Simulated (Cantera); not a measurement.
Input: 1 mol AlCl3, a varied amount of O2, 750 mol N2, equilibrated at 2125 K and 12.0 Pa.

These are equilibrium values from Cantera (NASA tables, ideal gas, pure condensed phases), not measurements of a reactor. Candidate condensed phases: Al, AlCl3, AlN, Al2O3; 24 gas species. The numbers say what is thermodynamically allowed, not how fast it happens.

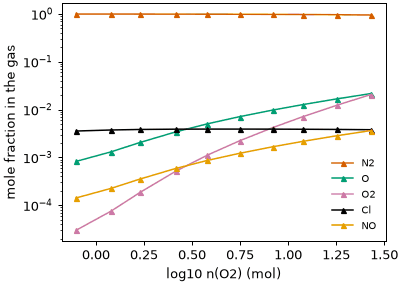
Figure. Equilibrium gas composition (values under 1e-9 drawn at 1e-9)

Task: Read off the mole fractions at 8.3 mol O2.

Result: N2 about 0.98, O about 0.0098, O2 about 0.0042, Cl about 0.0039, NO about 0.0017.
